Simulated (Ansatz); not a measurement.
# CH5FGeOS: energies of removing a hydrogen, by script

A script is to give energies of removing a hydrogen; the system is CH5FGeOS. SMILES: C[O][GeH]([F])[SH].

Program: Ansatz 0.2.0 through its Python package. Level of theory: CAM-B3LYP/6-31G*. These are calculated values, not measurements.

## (1) The structure

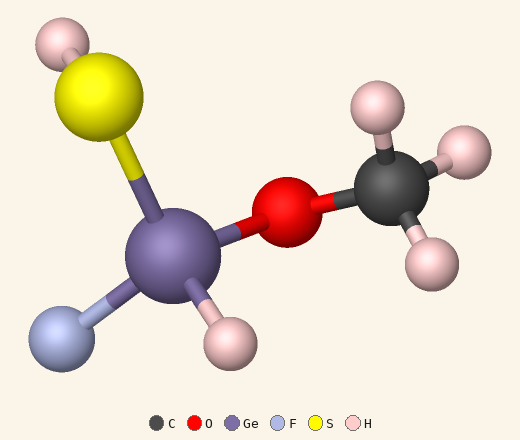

The starting structure, viewed from a chosen angle; carbon dark grey, oxygen red, germanium purple, fluorine light blue, sulfur yellow, hydrogen pink.

No structure file is read: the coordinates are typed or built in the script.

## (2) Script

Contents of bde.py:

```python
"""X-H bond energies of CH5FGeOS without relaxation."""

import ansatz as az


def single_point(molecule, charge=0, unpaired=0):
    calc = molecule.calculation().basis(gaussian="6-31G*").functional("cam_b3lyp")
    if charge:
        calc = calc.charge(charge)
    if unpaired:
        calc = calc.spin("collinear", total=unpaired)
    return calc.run().report["free_energy_ev"]

GEOMETRY = """
C     0.62820    1.20930   -0.66170
O     0.06040    0.01750   -1.10090
Ge    0.02670   -1.09060    0.30280
F    -0.06860   -2.73250   -0.24910
S    -1.62060   -0.57820    1.65350
H     0.58010    1.96870   -1.53640
H    -0.02940    1.70650    0.12490
H     1.67030    1.16850   -0.33270
H     1.40320   -0.96690    1.13270
H    -2.56730   -0.75340    0.67000
"""

def without(molecule, index):
    rest = az.Crystal.molecule()
    for i, site in enumerate(molecule.cartesian_sites):
        if i != index:
            rest = rest.atom(site.symbol, site.position_ang)
    return rest

ch5fgeos = az.Crystal.molecule()
for line in GEOMETRY.strip().splitlines():
    symbol, *xyz = line.split()
    ch5fgeos = ch5fgeos.atom(symbol, [float(v) for v in xyz])

whole = single_point(ch5fgeos, 0)
hydrogen = single_point(az.Crystal.molecule().atom("H", (0, 0, 0)), 0, 1)
print(f"E(molecule) = {whole:.5f} eV, E(H) = {hydrogen:.5f} eV")
for index in [7, 8, 9]:
    radical = single_point(without(ch5fgeos, index), 0, 1)
    print(f"H{index}: homolysis {(radical + hydrogen - whole):.3f} eV")
    anion = single_point(without(ch5fgeos, index), -1)
    print(f"H{index}: loss of a proton {(anion - whole):.3f} eV")
```

## (3) The calls as engine input

The engine receives this input (first run):

```yaml
crystal:
  periodic: [false, false, false]
  atoms:
    - { symbol: C, position_ang: [0.6282, 1.2093, -0.6617] }
    - { symbol: O, position_ang: [0.0604, 0.0175, -1.1009] }
    - { symbol: Ge, position_ang: [0.0267, -1.0906, 0.3028] }
    - { symbol: F, position_ang: [-0.0686, -2.7325, -0.2491] }
    - { symbol: S, position_ang: [-1.6206, -0.5782, 1.6535] }
    - { symbol: H, position_ang: [0.5801, 1.9687, -1.5364] }
    - { symbol: H, position_ang: [-0.0294, 1.7065, 0.1249] }
    - { symbol: H, position_ang: [1.6703, 1.1685, -0.3327] }
    - { symbol: H, position_ang: [1.4032, -0.9669, 1.1327] }
    - { symbol: H, position_ang: [-2.5673, -0.7534, 0.67] }
basis:
  gaussian:
    orbitals: "6-31G*"
hamiltonian:
  xc: cam_b3lyp
```

## (4) Running it

The run is started by

```sh
python bde.py
```

What it wrote:

```text
E(molecule) = -73230.85799 eV, E(H) = -13.51936 eV
H7: homolysis 4.752 eV
H7: loss of a proton 18.522 eV
H8: homolysis 3.756 eV
H8: loss of a proton 15.781 eV
H9: homolysis 3.891 eV
H9: loss of a proton 14.505 eV
```

It took 74 s on 1 thread of Arm Neoverse V1, shared host; peak memory 0.54 GiB.

## (5) Inputs of later runs

The engine's inputs for some of the other runs:

Run 2, against run 1:

```diff
@@ -4,10 +4 @@
-    - { symbol: C, position_ang: [0.6282, 1.2093, -0.6617] }
-    - { symbol: O, position_ang: [0.0604, 0.0175, -1.1009] }
-    - { symbol: Ge, position_ang: [0.0267, -1.0906, 0.3028] }
-    - { symbol: F, position_ang: [-0.0686, -2.7325, -0.2491] }
-    - { symbol: S, position_ang: [-1.6206, -0.5782, 1.6535] }
-    - { symbol: H, position_ang: [0.5801, 1.9687, -1.5364] }
-    - { symbol: H, position_ang: [-0.0294, 1.7065, 0.1249] }
-    - { symbol: H, position_ang: [1.6703, 1.1685, -0.3327] }
-    - { symbol: H, position_ang: [1.4032, -0.9669, 1.1327] }
-    - { symbol: H, position_ang: [-2.5673, -0.7534, 0.67] }
+    - { symbol: H, position_ang: [0.0, 0.0, 0.0] }
@@ -18,0 +10,3 @@
+magnetization:
+  spin_polarized: true
+  initial_magnetization: 1.0
```

Run 7, against run 1:

```diff
@@ -13 +12,0 @@
-    - { symbol: H, position_ang: [-2.5673, -0.7534, 0.67] }
@@ -18,0 +18,3 @@
+magnetization:
+  spin_polarized: true
+  initial_magnetization: 1.0
```

Run 8, against run 1:

```diff
@@ -13 +12,0 @@
-    - { symbol: H, position_ang: [-2.5673, -0.7534, 0.67] }
@@ -18,0 +18 @@
+total_charge: -1.0
```

## (6) What the script built

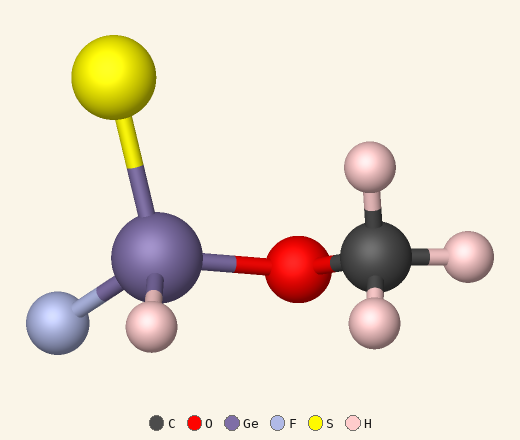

The system of run 8 as the script built it (9 atoms; carbon dark grey, oxygen red, germanium purple, fluorine light blue, sulfur yellow, hydrogen pink).

## (7) The engine's runs

From the records of these 8 runs:

| run | system | unpaired or total moment | energy (eV) | <S²> | SCF cycles | CPU time (s) |
| --- | --- | --- | --- | --- | --- | --- |
| 1 | CH5FGeOS | not set | -73230.8580 | 0.00 | 19 | 6 |
| 2 | H | 1 | -13.5194 | 0.75 | 8 | 0.08 |
| 3 | CH4FGeOS | 1 | -73212.5869 | 0.75 | 20 | 9.8 |
| 4 | CH4FGeOS, charge -1 | not set | -73212.3361 | 0.00 | 26 | 7 |
| 5 | CH4FGeOS | 1 | -73213.5830 | 0.75 | 23 | 11 |
| 6 | CH4FGeOS, charge -1 | not set | -73215.0769 | 0.00 | 20 | 6.1 |
| 7 | CH4FGeOS | 1 | -73213.4477 | 0.75 | 49 | 28 |
| 8 | CH4FGeOS, charge -1 | not set | -73216.3526 | 0.00 | 19 | 5.8 |

Totals carry meaning only in balanced differences at one level of theory.

## (8) Outcome

| quantity | value |
| --- | --- |
| weakest bond to hydrogen among those tried (homolysis) | H8 (counted from 0), 3.756 eV |
| easiest loss of a proton among those tried | H9, 14.505 eV |
| runs compared | 8 |

In words: Atoms are numbered as in the script, from 0. The fragments aren't relaxed and zero-point energy is left out, so these aren't bond dissociation enthalpies. Losing a bare proton in the gas phase costs far more than homolysis, as charges must be parted. All 8 runs converged (8 to 49 cycles). Caveats:
- The geometry is a force-field or estimated start, not a minimum of this method, and the basis set is short of its limit. All parts are taken at fixed geometry, without zero-point energy.
- Anions want diffuse functions, which this basis lacks.
